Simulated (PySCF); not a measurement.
SMILES C#C[SiH2]Br, PBE0/def2-SVP optimised geometry. Atoms within 1.6 Å of the plane z = 0.0 Å (x, y, z in Å): C1 (1.37, 0.56, 0.00), C2 (0.15, 0.56, 0.00), Si3 (-1.67, 0.57, 0.00), Br4 (-2.45, -1.48, -0.40), H5 (2.45, 0.56, 0.00), H6 (-2.17, 1.48, -1.07), H7 (-2.17, 1.00, 1.34).

Level of theory: PBE0/def2-TZVP (PySCF). Cells within 0.4 Å of a nucleus heavier than hydrogen are left out (blank, or x).

Map of the HOMO amplitude (bohr^(-3/2)) on the plane z = 0.0 Å; orbital energy -8.40 eV, overall sign arbitrary:

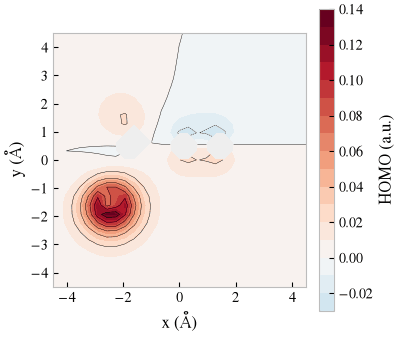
*HOMO amplitude (bohr^(-3/2)) on the plane z = 0.0 Å.*
